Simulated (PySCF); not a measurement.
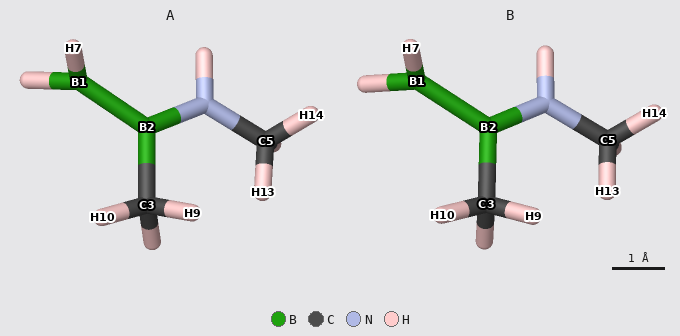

Two geometries of C2H9B2N, drawn at one scale. One is the start of a relaxation, the other its converged end. Style: stick. Shown at a tilt.

Method: PBE0-D3(BJ)/def2-SVP geometry optimisation, gas phase (PySCF 2.14.0, density-fitted response routines). 

**Which of the two is the end point?**

Structure B is the relaxed one. The start comes from GFN2-xTB. Its atoms were then displaced at random by about 0.01 Å. Over 7 geometry steps the energy falls by 0.148 eV. The atom that moves furthest after the best rigid fit is an H atom (0.15 Å). Largest moves by element: H 0.15 Å, C 0.05 Å, B 0.04 Å, N 0.03 Å. Near-neighbour distances that change, for instance: B–B 1.617 → 1.684 Å, C–H 1.072 → 1.101 Å, B–N 1.429 → 1.402 Å, B–H 1.188 → 1.215 Å. Among the angles between lasting bonds that change: N–C–H 109.1° → 111.9°, H–B–H 112.2° → 114.9°, H–C–H 110.1° → 107.4°.
